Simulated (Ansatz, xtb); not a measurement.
C4H6F2Si (Si(vinyl)2F2): methods side by side

C4H6F2Si: 13 atoms, total charge 0, spin state singlet. As SMILES, `C=C[Si](F)(F)C=C`. Geometry: relaxed at GFN2-xTB. This is one conformer, not always the lowest.

```xyz
13

Si   -0.4880    0.2489   -0.5235
C    -0.5778    0.2439    1.3524
C    -1.7118    0.2405    2.0390
H     0.3559    0.2399    1.9014
H    -2.6715    0.2435    1.5491
H    -1.7313    0.2334    3.1182
C     1.2383    0.2497   -1.2486
C     1.9878   -0.8305   -1.4162
H     1.6440    1.2084   -1.5470
H     1.6381   -1.8123   -1.1412
H     2.9764   -0.7849   -1.8456
F    -1.3082    1.4937   -1.1263
F    -1.3519   -0.9741   -1.1117
```

Each level gives the dipole moment (D). The values are calculated.

| level | kind | program | value (D) | CPU time |
| --- | --- | --- | --- | --- |
| GFN2-xTB | semi-empirical | xtb | 2.81 | under 2 s |
| GFN0-xTB | semi-empirical | xtb | 2.97 | under 2 s |
| GFN1-xTB | semi-empirical | xtb | 2.80 | under 2 s |
| HF/STO-3G | Hartree–Fock | Ansatz | 1.76 | 2.8 s |
| HF/3-21G | Hartree–Fock | Ansatz | 3.47 | 3.9 s |
| HF/6-31G* (spherical functions) | Hartree–Fock | Ansatz | 2.93 | 15 s |
| HF/def2-SVP | Hartree–Fock | Ansatz | 2.98 | 19 s |
| SVWN5/6-31G | LDA | Ansatz | 3.43 | 9.6 s |
| BLYP-D3(BJ)/cc-pVDZ | GGA | Ansatz | 2.43 | 4.6 s |
| PBE/6-311G** | GGA | Ansatz | 2.66 | 24 s |

The values span 1.76 to 3.47 D. Magnitudes only. Sets without polarisation functions give poor dipoles. Times are those of the runs behind each value, whatever else they computed, on shared processors of several kinds: orders of magnitude only.

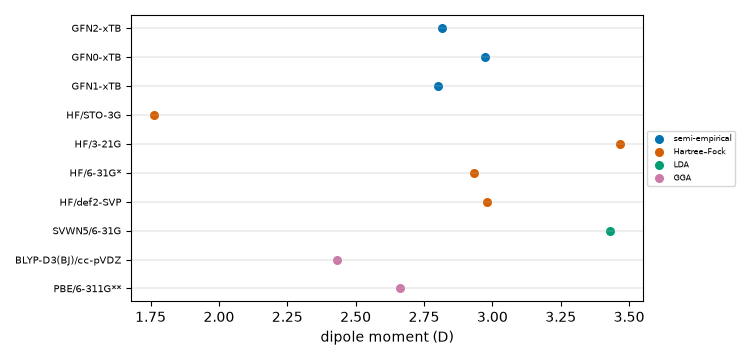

The values of the table, level by level.
